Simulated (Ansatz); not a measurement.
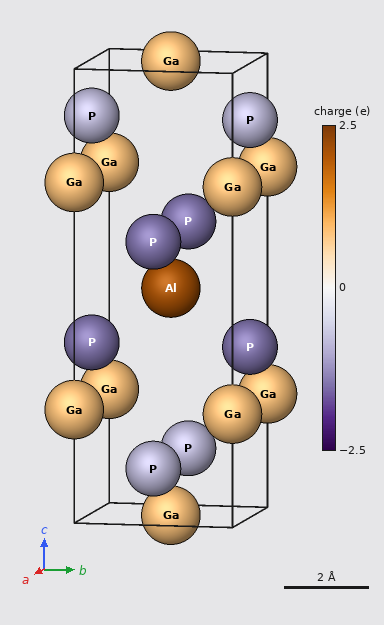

We look at a spheres-only model of the crystal slightly off an axis. The box is the simulation cell; atoms on or close to its faces, edges and corners are drawn wherever they repeat. The atoms of this AlGa$_{3}$P$_{4}$ cell are coloured by their Bader charge.

Calculation details: DFT PBE, scalar-relativistic, plane waves, PAW in Ansatz 0.2.0; plane waves up to 420 eV, k-point mesh 8×8×4, Gaussian smearing of 0.02 eV, no spin polarisation.

What do the colours say about charge transfer?

Most positive: Al; most negative: P. Charges: about Al +2.1 e; Ga +0.8 e; P -1.5 to -0.8 e. The transfer is large, as in an ionic solid.

The cell started as a structure type filled with these elements by a generator (whether the compound takes this form wasn't checked). Earlier steps of the study, as a rule a relaxation of our own, may have changed the cell and positions, so they can lie some per cent off the listed ones. Ansatz was used for an electronic-structure calculation on it.
